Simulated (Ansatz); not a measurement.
Take BAs in the zinc blende structure (space group F-43m, No. 216; a = 4.768 Å) as the base.

Perturbation: a fraction x = 0.5 of the B sites is given to Ga, ordered in a cell of 8 atoms (starting symmetry I-42d) and fully relaxed.

Calculations: Ansatz (a program for electronic structure) PBEsol, no spin-orbit coupling.

The zone is the changed cell's own and can be folded.

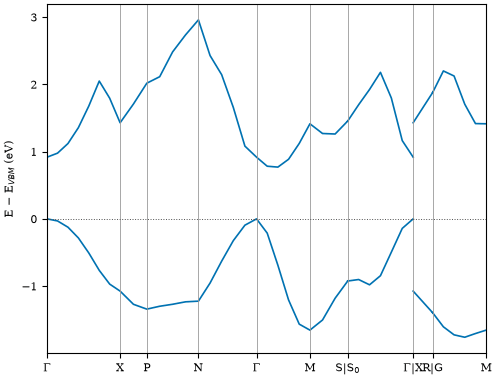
Highest valence and lowest conduction band along the path of the changed cell's own zone

Question: Read the changed gap and its character from the plot.

Answer: About 0.8 eV, indirect, Γ → Γ–M (40 % along).

These are small ordered cells, not random alloys; other orderings at the same x differ. No phonon test of stability was made. k-point labels follow each cell's own Brillouin zone.
